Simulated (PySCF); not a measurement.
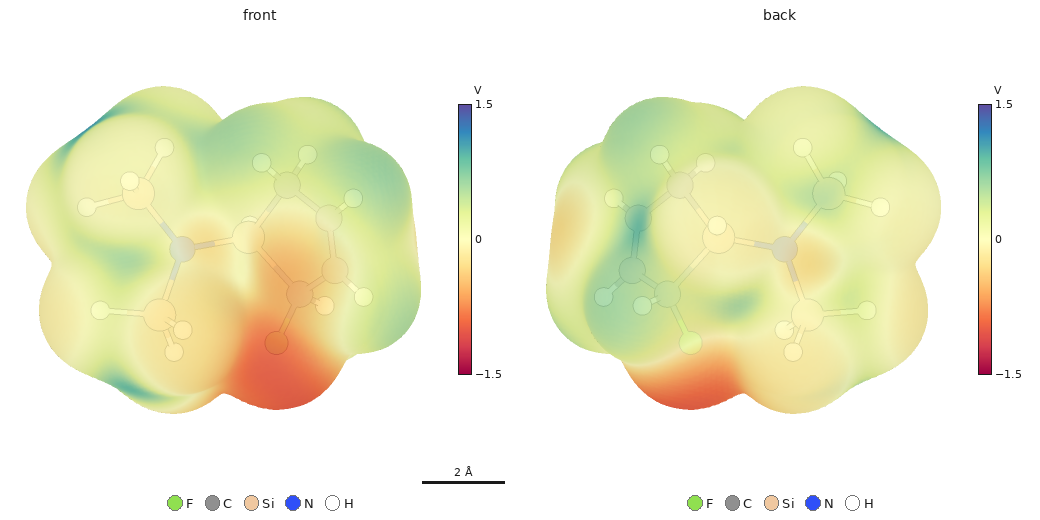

The picture shows: C₄H₁₂FNSi₃. The electrostatic potential painted on the density surface at 0.001 e/bohr³, seen from the front and from behind; the colour scale runs from red (negative) to blue (positive).

Geometry: GFN2-xTB.

The calculation used PySCF, PBE0/pcSseg-1, SCF density, gas phase, non-relativistic.

Input file:

```
{"job": {"kind": "nmr", "xc": "PBE0", "basis": "pcSseg-1"}, "charge": 0, "multiplicity": 1}
F      0.491753    -2.512930    -0.031618
C      1.185892    -1.456840    -0.621043
C      2.342089    -1.053328     0.237596
C      2.509016     0.232220     0.499631
C      1.537687     1.225731    -0.059618
Si     0.166825     0.158164    -0.848708
N     -1.339996     0.197840    -0.003114
Si    -2.079159     1.752645     0.298532
Si    -2.100019    -1.267264     0.617082
H      1.546278    -1.863941    -1.573274
H      2.990637    -1.828125     0.618465
H      3.331057     0.592879     1.101722
H      1.183897     1.892732     0.728126
H      2.041603     1.858562    -0.791566
H     -0.030932     0.426170    -2.283409
H     -1.936459     2.101073     1.714905
H     -1.381973     2.724119    -0.542724
H     -3.489455     1.673522    -0.075080
H     -3.454090    -0.865541     1.007139
H     -1.368051    -1.736668     1.789671
H     -2.155519    -2.234078    -0.473779
```

Run with:

```sh
OMP_NUM_THREADS=1 python probes_run.py task.json out
```

Where is the surface potential most negative and most positive?

Answer. The most negative region (about −1.0 V) lies over F1, the most positive (about +1.0 V) over Si8 and Si9.
